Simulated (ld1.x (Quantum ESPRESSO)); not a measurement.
**Pseudopotential generation for Ta: TM, PBEsol**

Aim: build the potential from the settings below, then test how well it stands in for the atom: other configurations, scattering, ghost states and the plane-wave cutoff that it needs.

Program: ld1.x (Quantum ESPRESSO) 7.5. Reference atom: PBEsol, scalar-relativistic, spherical and spin-unpolarised. All values are calculated.

## 1. Settings

Typed settings, in words:

```json
{
  "element": "tantalum (Ta, Z = 73)",
  "type": "norm-conserving Troullier–Martins (Kleinman–Bylander form)",
  "frozen core": "[Xe] 4f14",
  "valence charge": "5",
  "reference configuration": "5d3 6s2 6p0",
  "partial waves": "6s (bound): rc 2.60 bohr; 5d (bound): rc 2.65 bohr; 6p (bound, empty): rc 2.70 bohr",
  "local potential": "the p channel",
  "core correction": "a·sin(br)/r model core, default radius (core density twice the valence density)"
}
```

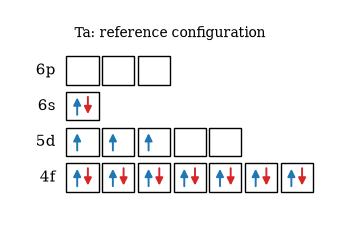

The outer shells as boxes. The arrows follow Hund's rule for the drawing; the calculation itself is spin-unpolarised.

## 2. Generating the potential

Input file Ta.in:

```
 &input
   title='Ta', zed=73., rel=1, dft='PBESOL', iswitch=3,
   config='[Xe] 4f14 5d3 6s2 6p0',
   nld=3, rlderiv=2.95, eminld=-2.0, emaxld=5.0, deld=0.02
 /
 &inputp
   pseudotype=2, tm=.true., lloc=1,
   nlcc=.true.,
   file_pseudopw='Ta.UPF', file_wfcaegen='ae.wfc', file_wfcncgen='nc.wfc', file_beta='beta', file_chi='chi'
 /
3
6S  1  0   2.00   0.00  2.60  2.60  0.0
5D  3  2   3.00   0.00  2.65  2.65  0.0
6P  2  1   0.00   0.00  2.70  2.70  0.0
 &test
   configts(1)='5d3 6s2 6p0'
 /
```

On the command line:

```bash
$ ld1.x < Ta.in > Ta.out
```

What the program wrote to Ta.out (without the banner and most projector matrices):

```text
     Program LD1 v.7.5
     --------------------------- All-electron run ----------------------------

     Ta
     scalar relativistic calculation

     atomic number is 73.00
     dft =PBESOL   lsd =0 sic =0 latt =0  beta=0.20 tr2=1.0E-14
     Exchange-correlation= PBESOL
                           (   1   4  10   8   0   0   0)
     mesh =1273 r(mesh) = 100.43799 a.u. xmin = -7.00 dx = 0.01250
     1 Ry =  13.60569312 eV, c = 137.03599908

     n l     nl                  e(Ry)          e(Ha)          e(eV)
     1 0     1S 1( 2.00)     -4949.9060     -2474.9530    -67346.9022
     2 0     2S 1( 2.00)      -850.4644      -425.2322    -11571.1576
     2 1     2P 1( 6.00)      -745.3335      -372.6668    -10140.7795
     3 0     3S 1( 2.00)      -194.8098       -97.4049     -2650.5225
     3 1     3P 1( 6.00)      -163.5473       -81.7736     -2225.1743
     4 0     4S 1( 2.00)       -39.6947       -19.8473      -540.0737
     4 1     4P 1( 6.00)       -29.4395       -14.7198      -400.5451
     3 2     3D 1(10.00)      -127.0683       -63.5341     -1728.8520
     5 0     5S 1( 2.00)        -5.3677        -2.6838       -73.0312
     5 1     5P 1( 6.00)        -2.8970        -1.4485       -39.4161
     4 2     4D 1(10.00)       -16.3190        -8.1595      -222.0311
     4 3     4F 1(14.00)        -1.8177        -0.9089       -24.7315
     5 2     5D 1( 3.00)        -0.2661        -0.1330        -3.6203
     6 0     6S 1( 2.00)        -0.4021        -0.2010        -5.4704
     6 1     6P 1( 0.00)        -0.1002        -0.0501        -1.3636

     final scf error:  3.1E-15 reached in  27 iterations

     Etot =  -31199.822142 Ry,  -15599.911071 Ha, -424495.205550 eV

     Ekin =   34283.214922 Ry,   17141.607461 Ha,  466446.901496 eV
     Encl =  -77070.086581 Ry,  -38535.043290 Ha,-1048591.946979 eV
     Eh   =   12207.920250 Ry,    6103.960125 Ha,  166097.216589 eV
     Exc  =    -620.870733 Ry,    -310.435366 Ha,   -8447.376656 eV

     normalization and overlap integrals

     s(1S/1S) =  1.000000  <r> =   0.0187  <r2> =    0.0005  r(max) =   0.0116
     s(2S/2S) =  1.000000  <r> =   0.0790  <r2> =    0.0074  r(max) =   0.0670
     s(2P/2P) =  1.000000  <r> =   0.0706  <r2> =    0.0061  r(max) =   0.0549
     s(3S/3S) =  1.000000  <r> =   0.2049  <r2> =    0.0480  r(max) =   0.1891
     s(3P/3P) =  1.000000  <r> =   0.2049  <r2> =    0.0487  r(max) =   0.1868
     s(4S/4S) =  1.000000  <r> =   0.4588  <r2> =    0.2377  r(max) =   0.4315
     s(4P/4P) =  1.000000  <r> =   0.4878  <r2> =    0.2708  r(max) =   0.4480
     s(3D/3D) =  1.000000  <r> =   0.1857  <r2> =    0.0404  r(max) =   0.1510
     s(5S/5S) =  1.000000  <r> =   1.0998  <r2> =    1.3606  r(max) =   0.9847
     s(5P/5P) =  1.000000  <r> =   1.2941  <r2> =    1.9033  r(max) =   1.1298
     s(4D/4D) =  1.000000  <r> =   0.5232  <r2> =    0.3175  r(max) =   0.4593
     s(4F/4F) =  1.000000  <r> =   0.6395  <r2> =    0.5212  r(max) =   0.4424
     s(5D/5D) =  1.000000  <r> =   2.2525  <r2> =    6.2789  r(max) =   1.5833
     s(6S/6S) =  1.000000  <r> =   3.2856  <r2> =   12.3168  r(max) =   2.7789
     s(6P/6P) =  1.000000  <r> =   4.9024  <r2> =   28.2110  r(max) =   3.8460

     ------------------------ End of All-electron run ------------------------

     --------------------- Generating NC pseudopotential ---------------------

      Generating local pot.: lloc=1, matching radius rcloc =   2.7000

      Computing core charge for nlcc:

       r > 1.75 : true rho core
       r < 1.75 : rho core = a sin(br)/r    a=   4.29  b=   1.53

      Integrated core pseudo-charge :   6.36

      Wfc   6S  rcut= 2.610  Using Troullier-Martins method

      Wfc   5D  rcut= 2.677  Using Troullier-Martins method

     ------------------- End of pseudopotential generation -------------------

     [... the all-electron block is printed once more ...]


     Computing logarithmic derivative in   2.93971
     Computing logarithmic derivative in   2.93971
     Computing the partial wave expansion
     R is outside the sphere for l=    0 j= 0.00
       no projector for channel:   1
     R is outside the sphere for l=    2 j= 0.00

     ---------------------- Testing the pseudopotential ----------------------

     Ta
     scalar relativistic calculation

     atomic number is 73.00   valence charge is  5.00
     dft =PBESOL   lsd =0 sic =0 latt =0  beta=0.20 tr2=1.0E-14
     mesh =1273 r(mesh) = 100.43799 xmin = -7.00 dx = 0.01250

     n l     nl             e AE (Ry)        e PS (Ry)    De AE-PS (Ry)
     3 2     5D   1( 3.00)       -0.26609       -0.26609        0.00000
     1 0     6S   1( 2.00)       -0.40207       -0.40207        0.00000
     2 1     6P   1( 0.00)       -0.10022       -0.10022        0.00000

     eps = 1.5E-15  iter =  4

     Etot =  -31199.822142 Ry,  -15599.911071 Ha, -424495.205550 eV
     Etotps =   -15.947247 Ry,      -7.973624 Ha,    -216.973350 eV

     Ekin =       8.503597 Ry,       4.251799 Ha,     115.697336 eV
     Encl =     -15.681329 Ry,      -7.840665 Ha,    -213.355354 eV
     Ehrt =       8.501061 Ry,       4.250531 Ha,     115.662827 eV
     Ecxc =      -9.797458 Ry,      -4.898729 Ha,    -133.301205 eV
     (Ecc =      -6.280419 Ry,      -3.140210 Ha,     -85.449457 eV)
     Epseu=      -7.473118 Ry,      -3.736559 Ha,    -101.676954 eV

     ---------------------- End of pseudopotential test ----------------------
```

Run time: 2.2 s. Hardware: 1 thread, shared host. (Generation and the later configuration tests together.)

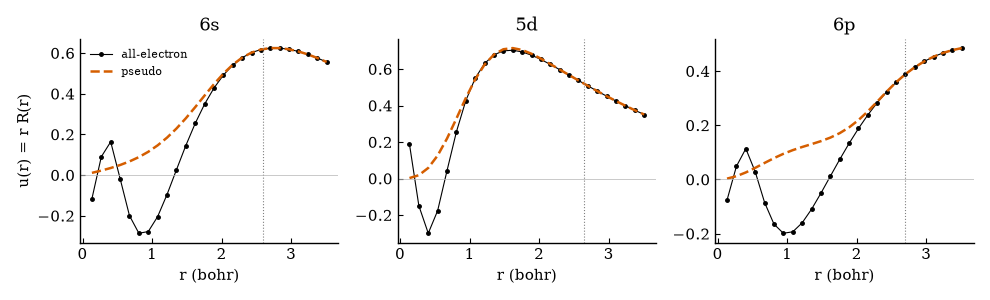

All-electron and pseudo partial waves (6s, 5d, 6p), with the matching radii dotted. The curves join 26 sampled radii, too few to resolve the innermost nodes.

## 3. Configuration tests

Input file Ta.test.in:

```
 &input
   title='Ta', zed=73., rel=1, dft='PBESOL', iswitch=2,
   config='[Xe] 4f14 5d3 6s2 6p0'
 /
 &test
   file_pseudo='Ta.UPF', nconf=8,
   configts(1)='5d3 6s2 6p0',
   configts(2)='5d3 6s1 6p0',
   configts(3)='5d3 6s0 6p0',
   configts(4)='5d2 6s0 6p0',
   configts(5)='5d3 6s1.5 6p0',
   configts(6)='5d2 6s2 6p0',
   configts(7)='5d3.5 6s1.5 6p0',
   configts(8)='5d3 6s0 6p1'
 /
```

On the command line:

```bash
$ ld1.x < Ta.test.in > Ta.test.out
```

Ta.test.out, the pseudopotential blocks, each with the warnings that came before it:

```text
     ---------------------- Testing the pseudopotential ----------------------

     Ta
     scalar relativistic calculation

     atomic number is 73.00   valence charge is  5.00
     dft =PBESOL   lsd =0 sic =0 latt =0  beta=0.20 tr2=1.0E-14
     mesh =1273 r(mesh) = 100.43799 xmin = -7.00 dx = 0.01250

     n l     nl             e AE (Ry)        e PS (Ry)    De AE-PS (Ry)
     3 2     5D   1( 3.00)       -0.26609       -0.26609        0.00000
     1 0     6S   1( 2.00)       -0.40207       -0.40207        0.00000
     2 1     6P   1( 0.00)       -0.10022       -0.10022        0.00000

     eps = 2.6E-15  iter =  4

     Etot =  -31199.822142 Ry,  -15599.911071 Ha, -424495.205550 eV
     Etotps =   -15.947247 Ry,      -7.973624 Ha,    -216.973352 eV

     Ekin =       8.503597 Ry,       4.251799 Ha,     115.697336 eV
     Encl =     -15.681329 Ry,      -7.840665 Ha,    -213.355354 eV
     Ehrt =       8.501061 Ry,       4.250531 Ha,     115.662828 eV
     Ecxc =      -9.797458 Ry,      -4.898729 Ha,    -133.301206 eV
     (Ecc =      -6.280419 Ry,      -3.140210 Ha,     -85.449457 eV)
     Epseu=      -7.473118 Ry,      -3.736559 Ha,    -101.676955 eV

     ---------------------- End of pseudopotential test ----------------------

     ---------------------- Testing the pseudopotential ----------------------

     Ta
     scalar relativistic calculation

     atomic number is 73.00   valence charge is  5.00
     dft =PBESOL   lsd =0 sic =0 latt =0  beta=0.20 tr2=1.0E-14
     mesh =1273 r(mesh) = 100.43799 xmin = -7.00 dx = 0.01250

     n l     nl             e AE (Ry)        e PS (Ry)    De AE-PS (Ry)
     3 2     5D   1( 3.00)       -0.77413       -0.77563        0.00150
     1 0     6S   1( 1.00)       -0.85692       -0.85880        0.00188
     2 1     6P   1( 0.00)       -0.48399       -0.48563        0.00164

     eps = 3.1E-15  iter =  7

     Etot =  -31199.197040 Ry,  -15599.598520 Ha, -424486.700614 eV
     Etotps =   -15.321111 Ry,      -7.660555 Ha,    -208.454333 eV
     dEtot_ae =       0.625101 Ry
     dEtot_ps =       0.626136 Ry,   Delta E=      -0.001035 Ry

     Ekin =       8.898965 Ry,       4.449482 Ha,     121.076580 eV
     Encl =     -13.077216 Ry,      -6.538608 Ha,    -177.924582 eV
     Ehrt =       6.168096 Ry,       3.084048 Ha,      83.921219 eV
     Ecxc =      -9.445355 Ry,      -4.722678 Ha,    -128.510603 eV
     (Ecc =      -6.280419 Ry,      -3.140210 Ha,     -85.449457 eV)
     Epseu=      -7.865601 Ry,      -3.932800 Ha,    -107.016948 eV

     ---------------------- End of pseudopotential test ----------------------

     ---------------------- Testing the pseudopotential ----------------------

     Ta
     scalar relativistic calculation

     atomic number is 73.00   valence charge is  5.00
     dft =PBESOL   lsd =0 sic =0 latt =0  beta=0.20 tr2=1.0E-14
     mesh =1273 r(mesh) = 100.43799 xmin = -7.00 dx = 0.01250

     n l     nl             e AE (Ry)        e PS (Ry)    De AE-PS (Ry)
     3 2     5D   1( 3.00)       -1.34681       -1.35203        0.00523  !
     1 0     6S   1( 0.00)       -1.35026       -1.35564        0.00538  !
     2 1     6P   1( 0.00)       -0.91157       -0.91959        0.00802  !

     eps = 2.8E-16  iter =  7

     Etot =  -31198.096292 Ry,  -15599.048146 Ha, -424471.724177 eV
     Etotps =   -14.216501 Ry,      -7.108251 Ha,    -193.425354 eV
     dEtot_ae =       1.725849 Ry
     dEtot_ps =       1.730746 Ry,   Delta E=      -0.004897 Ry

     Ekin =       9.193699 Ry,       4.596850 Ha,     125.086648 eV
     Encl =     -10.257884 Ry,      -5.128942 Ha,    -139.565627 eV
     Ehrt =       4.073826 Ry,       2.036913 Ha,      55.427223 eV
     Ecxc =      -9.061338 Ry,      -4.530669 Ha,    -123.285783 eV
     (Ecc =      -6.280419 Ry,      -3.140210 Ha,     -85.449457 eV)
     Epseu=      -8.164804 Ry,      -4.082402 Ha,    -111.087815 eV

     ---------------------- End of pseudopotential test ----------------------

     Warning: n=1, l=0 expected 0 nodes, found 1
     ---------------------- Testing the pseudopotential ----------------------

     Ta
     scalar relativistic calculation

     atomic number is 73.00   valence charge is  5.00
     dft =PBESOL   lsd =0 sic =0 latt =0  beta=0.20 tr2=1.0E-14
     mesh =1273 r(mesh) = 100.43799 xmin = -7.00 dx = 0.01250

     n l     nl             e AE (Ry)        e PS (Ry)    De AE-PS (Ry)
     3 2     5D   1( 2.00)       -2.14097       -2.17126        0.03029  !
     1 0     6S   1( 0.00)       -1.98689       -2.14724        0.16035  !
     2 1     6P   1( 0.00)       -1.46220       -1.50071        0.03852  !

     eps = 1.6E-17  iter =  7

     Etot =  -31196.360954 Ry,  -15598.180477 Ha, -424448.113692 eV
     Etotps =   -12.463761 Ry,      -6.231880 Ha,    -169.578101 eV
     dEtot_ae =       3.461188 Ry
     dEtot_ps =       3.483487 Ry,   Delta E=      -0.022299 Ry

     Ekin =       6.800033 Ry,       3.400017 Ha,      92.519163 eV
     Encl =      -6.971609 Ry,      -3.485805 Ha,     -94.853574 eV
     Ehrt =       1.935784 Ry,       0.967892 Ha,      26.337679 eV
     Ecxc =      -8.229409 Ry,      -4.114704 Ha,    -111.966813 eV
     (Ecc =      -6.280419 Ry,      -3.140210 Ha,     -85.449457 eV)
     Epseu=      -5.998559 Ry,      -2.999280 Ha,     -81.614555 eV

     ---------------------- End of pseudopotential test ----------------------

     ---------------------- Testing the pseudopotential ----------------------

     Ta
     scalar relativistic calculation

     atomic number is 73.00   valence charge is  5.00
     dft =PBESOL   lsd =0 sic =0 latt =0  beta=0.20 tr2=1.0E-14
     mesh =1273 r(mesh) = 100.43799 xmin = -7.00 dx = 0.01250

     n l     nl             e AE (Ry)        e PS (Ry)    De AE-PS (Ry)
     3 2     5D   1( 3.00)       -0.51066       -0.51112        0.00045
     1 0     6S   1( 1.50)       -0.62324       -0.62399        0.00075
     2 1     6P   1( 0.00)       -0.28457       -0.28505        0.00047

     eps = 2.3E-15  iter =  7

     Etot =  -31199.566513 Ry,  -15599.783256 Ha, -424491.727540 eV
     Etotps =   -15.691344 Ry,      -7.845672 Ha,    -213.491613 eV
     dEtot_ae =       0.255629 Ry
     dEtot_ps =       0.255903 Ry,   Delta E=      -0.000274 Ry

     Ekin =       8.713520 Ry,       4.356760 Ha,     118.553476 eV
     Encl =     -14.415380 Ry,      -7.207690 Ha,    -196.131243 eV
     Ehrt =       7.317396 Ry,       3.658698 Ha,      99.558246 eV
     Ecxc =      -9.628118 Ry,      -4.814059 Ha,    -130.997225 eV
     (Ecc =      -6.280419 Ry,      -3.140210 Ha,     -85.449457 eV)
     Epseu=      -7.678761 Ry,      -3.839381 Ha,    -104.474867 eV

     ---------------------- End of pseudopotential test ----------------------

     ---------------------- Testing the pseudopotential ----------------------

     Ta
     scalar relativistic calculation

     atomic number is 73.00   valence charge is  5.00
     dft =PBESOL   lsd =0 sic =0 latt =0  beta=0.20 tr2=1.0E-14
     mesh =1273 r(mesh) = 100.43799 xmin = -7.00 dx = 0.01250

     n l     nl             e AE (Ry)        e PS (Ry)    De AE-PS (Ry)
     3 2     5D   1( 2.00)       -0.89375       -0.91250        0.01875  !
     1 0     6S   1( 2.00)       -0.92475       -0.92793        0.00318
     2 1     6P   1( 0.00)       -0.52702       -0.53030        0.00328

     eps = 3.2E-15  iter = 16

     Etot =  -31199.254430 Ry,  -15599.627215 Ha, -424487.481443 eV
     Etotps =   -15.371689 Ry,      -7.685845 Ha,    -209.142490 eV
     dEtot_ae =       0.567711 Ry
     dEtot_ps =       0.575558 Ry,   Delta E=      -0.007846 Ry

     Ekin =       6.795850 Ry,       3.397925 Ha,      92.462243 eV
     Encl =     -12.783831 Ry,      -6.391916 Ha,    -173.932888 eV
     Ehrt =       5.740628 Ry,       2.870314 Ha,      78.105228 eV
     Ecxc =      -9.142549 Ry,      -4.571275 Ha,    -124.390719 eV
     (Ecc =      -6.280419 Ry,      -3.140210 Ha,     -85.449457 eV)
     Epseu=      -5.981787 Ry,      -2.990893 Ha,     -81.386354 eV

     ---------------------- End of pseudopotential test ----------------------

     ---------------------- Testing the pseudopotential ----------------------

     Ta
     scalar relativistic calculation

     atomic number is 73.00   valence charge is  5.00
     dft =PBESOL   lsd =0 sic =0 latt =0  beta=0.20 tr2=1.0E-14
     mesh =1273 r(mesh) = 100.43799 xmin = -7.00 dx = 0.01250

     n l     nl             e AE (Ry)        e PS (Ry)    De AE-PS (Ry)
     3 2     5D   1( 3.50)       -0.22826       -0.22480       -0.00346
     1 0     6S   1( 1.50)       -0.38308       -0.38388        0.00080
     2 1     6P   1( 0.00)       -0.09274       -0.09383        0.00109

     eps = 2.2E-15  iter = 10

     Etot =  -31199.749461 Ry,  -15599.874730 Ha, -424494.216680 eV
     Etotps =   -15.873303 Ry,      -7.936651 Ha,    -215.967285 eV
     dEtot_ae =       0.072681 Ry
     dEtot_ps =       0.073945 Ry,   Delta E=      -0.001264 Ry

     Ekin =       9.317508 Ry,       4.658754 Ha,     126.771160 eV
     Encl =     -15.765222 Ry,      -7.882611 Ha,    -214.496773 eV
     Ehrt =       8.659340 Ry,       4.329670 Ha,     117.816316 eV
     Ecxc =      -9.898855 Ry,      -4.949428 Ha,    -134.680788 eV
     (Ecc =      -6.280419 Ry,      -3.140210 Ha,     -85.449457 eV)
     Epseu=      -8.186073 Ry,      -4.093037 Ha,    -111.377200 eV

     ---------------------- End of pseudopotential test ----------------------

     ---------------------- Testing the pseudopotential ----------------------

     Ta
     scalar relativistic calculation

     atomic number is 73.00   valence charge is  5.00
     dft =PBESOL   lsd =0 sic =0 latt =0  beta=0.20 tr2=1.0E-14
     mesh =1273 r(mesh) = 100.43799 xmin = -7.00 dx = 0.01250

     n l     nl             e AE (Ry)        e PS (Ry)    De AE-PS (Ry)
     3 2     5D   1( 3.00)       -0.86245       -0.86257        0.00011
     1 0     6S   1( 0.00)       -0.92065       -0.92133        0.00069
     2 1     6P   1( 1.00)       -0.53987       -0.54057        0.00071

     eps = 3.4E-15  iter = 16

     Etot =  -31198.820183 Ry,  -15599.410091 Ha, -424481.573205 eV
     Etotps =   -14.944025 Ry,      -7.472013 Ha,    -203.323819 eV
     dEtot_ae =       1.001959 Ry
     dEtot_ps =       1.003222 Ry,   Delta E=      -0.001263 Ry

     Ekin =       9.171931 Ry,       4.585965 Ha,     124.790473 eV
     Encl =     -12.812133 Ry,      -6.406066 Ha,    -174.317948 eV
     Ehrt =       5.820428 Ry,       2.910214 Ha,      79.190960 eV
     Ecxc =      -9.330803 Ry,      -4.665401 Ha,    -126.952036 eV
     (Ecc =      -6.280419 Ry,      -3.140210 Ha,     -85.449457 eV)
     Epseu=      -7.793448 Ry,      -3.896724 Ha,    -106.035268 eV

     ---------------------- End of pseudopotential test ----------------------
```

The tests as a table, with energies relative to 5d3 6s2 6p0. A star marks tests that logged a warning.

```tsv
valence configuration	charge	ΔE all-electron (eV)	error AE − PS (meV)
5d3 6s1 6p0	+1	8.505	-14
5d3 6s0 6p0	+2	23.481	-67
5d2 6s0 6p0 *	+3	47.092	-303
5d3 6s1.5 6p0	+0.5	3.478	-3.7
5d2 6s2 6p0	+1	7.724	-107
5d3.5 6s1.5 6p0	0	0.989	-17
5d3 6s0 6p1	+1	13.632	-17
```

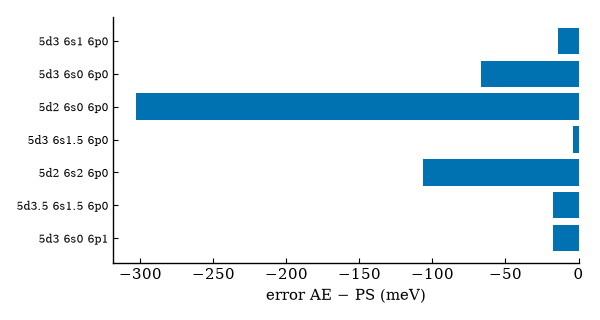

Error of the potential in each test configuration.

## 4. Does it scatter like the atom?

Taken from the files of the generation run. The phase is arctan(r·u′/u) with u = r·R, unwrapped, with energies in Ry. A pole is an energy at which the radial function vanishes at the test radius. The pseudo phase is shifted by a multiple of π to meet the all-electron one at the reference energy. Levels narrower than the energy grid can be missing from the poles. The last column is the largest difference on the grid between −1 and +1 Ry.

| channel | radius (bohr) | reference (Ry) | poles AE | poles PS | window around the reference with phases within 0.05 rad (Ry) | largest difference near zero (rad) |
| --- | --- | --- | --- | --- | --- | --- |
| s | 2.94 | -0.40 | 1.39 | 1.56 | below 2.9 | 0.016 |
| p | 2.94 | -0.10 | 2.76 | 1.50 | below 0.3 | 0.165 |
| d | 2.94 | -0.27 | 0.18 | 0.23 | below 0.8 | 0.055 |

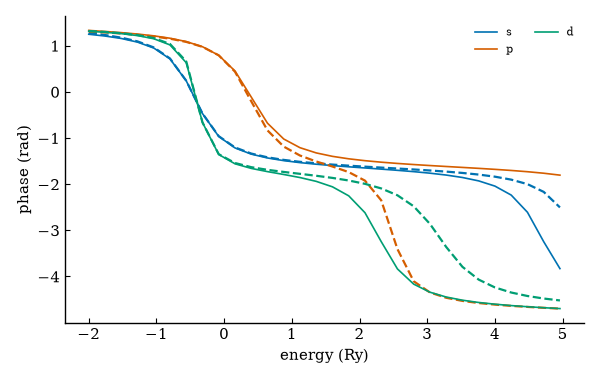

Phases by channel: all-electron solid, pseudo dashed.

## 5. Plane-wave convergence, by spherical Bessel functions

A separate test, outside the generator: the pseudo-atom's Hamiltonian at the reference potential is diagonalised in spherical Bessel functions j_l(qr) that vanish at 20 bohr, with q² up to the cutoff.

All-electron valence levels (Ry): 6s -0.4021, 5d -0.2661, 6p -0.1002. The lowest levels of each channel (Ry) by cutoff; the last column sums, over occupied levels, occupation times the distance from the level at 400 Ry. A positive value at high cutoff is not a bound level.

| cutoff (Ry) | s #1 | s #2 | d #1 | p #1 | f #1 | Σ f·Δε (mRy) |
| --- | --- | --- | --- | --- | --- | --- |
| 8 | -2.3643 | -0.3991 | -0.0157 | -0.0935 | 0.1076 | 757.2 |
| 10 | -2.4922 | -0.4000 | -0.0911 | -0.0958 | 0.1076 | 529.3 |
| 12 | -2.5150 | -0.4011 | -0.1669 | -0.0982 | 0.1076 | 299.6 |
| 15 | -2.5157 | -0.4017 | -0.2187 | -0.0999 | 0.1076 | 142.7 |
| 18 | -2.5201 | -0.4019 | -0.2547 | -0.1000 | 0.1076 | 34.4 |
| 21 | -2.5218 | -0.4020 | -0.2627 | -0.1000 | 0.1076 | 10.4 |
| 25 | -2.5219 | -0.4020 | -0.2653 | -0.1001 | 0.1076 | 2.4 |
| 30 | -2.5229 | -0.4021 | -0.2660 | -0.1002 | 0.1076 | 0.2 |
| 35 | -2.5238 | -0.4021 | -0.2660 | -0.1002 | 0.1076 | 0.1 |
| 40 | -2.5238 | -0.4021 | -0.2661 | -0.1002 | 0.1076 | 0.1 |
| 400 | -2.5253 | -0.4021 | -0.2661 | -0.1002 | 0.1076 | 0.0 |

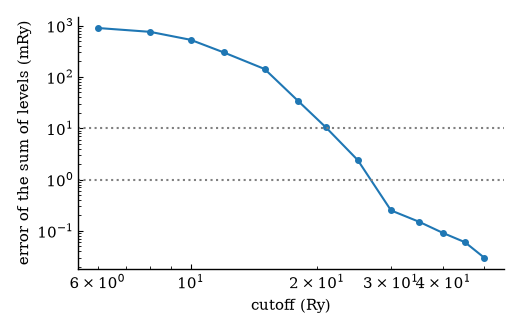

Occupation-weighted error of the valence levels against the cutoff; the dotted lines mark 10 and 1 mRy.

The sum stays within 10 mRy from 25 Ry and within 1 mRy from 30 Ry. The sum leaves out empty levels, which can need more. Ghost test: ghost state, bound below the all-electron valence or empty levels of the same l: s at -34.4 eV.

## 6. What came out

| quantity | value |
| --- | --- |
| cutoffs for 10 and 1 mRy, occupied levels | 25 Ry and 30 Ry |
| bound ghosts | s at -34.36 eV |
| largest test error (AE − PS) | -303 meV, for 5d2 6s0 6p0 (this test logged a warning) |
| largest phase difference near zero energy, channels read | 0.165 rad |

In words: It has a bound ghost (s), a state that the atom doesn't have, and that rules the file out. By total energies transferability is poor: the largest error is 303 meV on 47.1 eV, for 5d2 6s0 6p0. That test lies far up in energy; among those under 40 eV, nearer to bonding, the largest error is 107 meV. The potential is soft on the atom at that tolerance: the looser tolerance needs 25 Ry. The slowest occupied level is 5d: taken alone it needs 25 Ry to come within 1 mRy, against 15 Ry for 6s. Of the channels read, p scatters worst near zero energy, by up to 0.16 rad. In the p channel the atom's pole at 2.76 Ry sits lower, at 1.50 Ry, in the pseudo curve.
